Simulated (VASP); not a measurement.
Band structure of GeS2 (relaxed from the fluorite structure, space group Fm-3m). All values below come from PBEsol GGA, VASP's PBE PAW potentials (set 64) (plane waves; VASP).

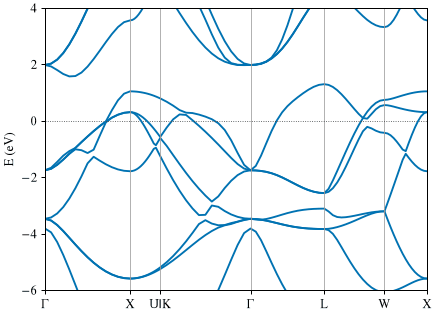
Figure. Bands along high-symmetry lines, zero at the valence-band maximum or, without a gap, the Fermi level

Q: Read the plot: is there a gap, and where are the band edges?

A: It has no gap at this level: it comes out as a metal or semimetal. (Edges off the drawn lines would not show.)

The structure was generated: GeS2 was put into the fluorite type (Fm-3m), which need not be its known phase. It was relaxed first, which changed the volume by +25 %.
